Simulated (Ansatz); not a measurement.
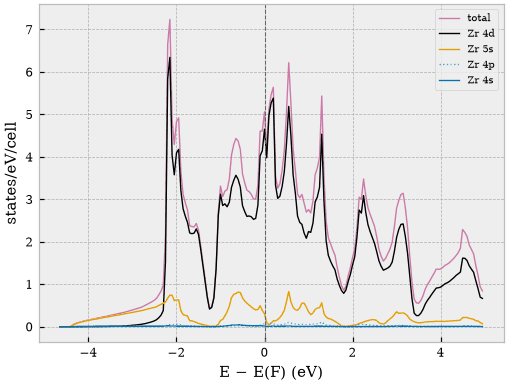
*Total and projected density of states of Zr (diamond, Fd-3m), plane-wave PAW r²SCAN (Ansatz code)*

Which orbitals carry the states next to the Fermi level?

Within 0.5 eV of the Fermi level: Zr 4d 89 %, Zr 5s 9 %. Projections are on Löwdin-orthogonalised atomic valence shells; empty p or d shells of many metals are not among them.

Where is the tallest occupied peak in this window, and what makes it?

Near -2.1 eV, about 7.2 states/eV per cell; the largest projected share is Zr 4d.

The start of the workflow was typed in or built on a structure type; neither database checked (COD, Materials Project) lists it. It is not the phase usual at ambient conditions (space group No. 194). The cell was relaxed with r²SCAN under the symmetry of its start; whether a distortion lowers the energy is not shown. The run is not spin-polarised. The volume moved by -20 % from the start of the relaxation. Scalar-relativistic: spin–orbit coupling is off unless named, which matters more the heavier the elements.

Potentials: the earlier of the program's two PAW sets.
